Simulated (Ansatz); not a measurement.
## What Ti → Ce does to Ti

The parent structure is Ti in the hcp (Mg type) structure (space group P6_3/mmc, No. 194; a = 2.901 Å, c = 4.591 Å).

The change: full substitution Ti → Ce, then cell and atoms are relaxed.

Method: Ansatz (a first-principles code) PBEsol, scalar-relativistic without spin-orbit coupling. Γ-centred 17×17×8 mesh, Fermi–Dirac width 0.05 eV, for the changed cell.

The volume per atom increases by 7.038 Å³ to 23.76 Å³ and the density goes up by 5.04 g/cm³ (4.75 g/cm³ → 9.79 g/cm³). The lattice parameter a increases by 0.4245 bohr to 5.906 bohr and the c/a ratio rises by 0.215, from 1.582 to 1.797. The shortest interatomic distance rises by 0.537 bohr to 5.906 bohr and the band gap is still zero.

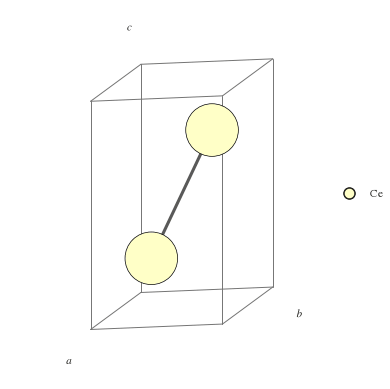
Figure: The relaxed conventional cell after the change

The 4f electrons are in the valence with no U and their state was not checked, so volumes and moments can be off. Whether these cells are dynamically stable was not tested. Seeded moments were not kept for Ti → Ce. All final runs are without spin polarisation.
